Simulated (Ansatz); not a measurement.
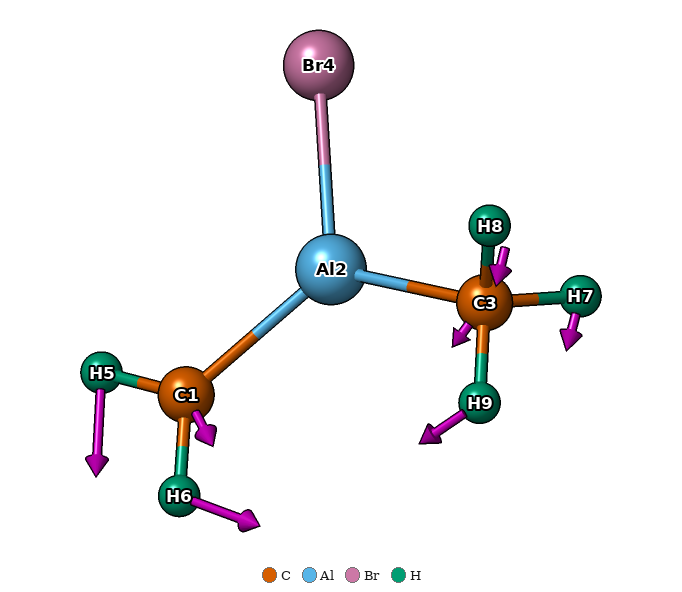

The arrows show one normal mode. The species is neutral and a spin doublet. Harmonic vibrations computed with UKS PBE0-D4/def2-TZVP (Ansatz 0.2.0) at a stationary point of the same level.

Estimate its harmonic wavenumber.

Answer. 152 cm⁻¹; it is mode 3 of 21 counted from the lowest.
